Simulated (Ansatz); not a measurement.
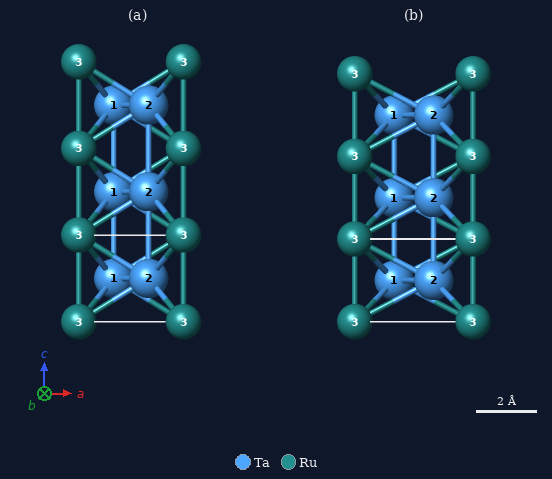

The structure of solid Ta2Ru (a generated structure, set up in P6/mmm) (coarse preliminary run) before (left) and after (right) a relaxation, at one scale.

Style: ball-and-stick. Shown: the cell of the calculation, repeated 1 × 1 × 3 with one cell outlined, along the b axis.

Computed with DFT PBE, scalar-relativistic, plane waves, PAW in Ansatz. Settings: plane-wave cutoff 420 eV; k-point mesh 6 × 6 × 6; occupations gaussian; smearing width 0.1 eV; no spin polarisation; cell and atoms relaxed; force threshold 0.04 eV/Å; at most 70 steps.

What changed between the two?

The atoms keep their places relative to the cell (all moves are under 0.005 Å). Cell: a = b 4.058 → 4.584 Å (+13.0 %), c 2.907 → 2.773 Å (−4.6 %). Volume +21.7 %. Near-neighbour distances that change, for instance: Ta1–Ta2 2.343 → 2.647 Å, Ta1–Ru3 2.757 → 2.988 Å, Ta1–Ta1 2.907 → 2.773 Å, Ru3–Ru3 2.907 → 2.773 Å. The space group stays P6/mmm (No. 191). After 6 accepted moves (8 points after the start) the energy has fallen by 829 meV per atom. All forces vanish by symmetry, so only the cell relaxes. Pressure: 67.12 GPa at the start and 0.05 GPa at the end. The SCF was repeated twice at an unchanged geometry on a basis and grid sized afresh for the cell, which shifted the energy by 6.2 meV per atom at most.
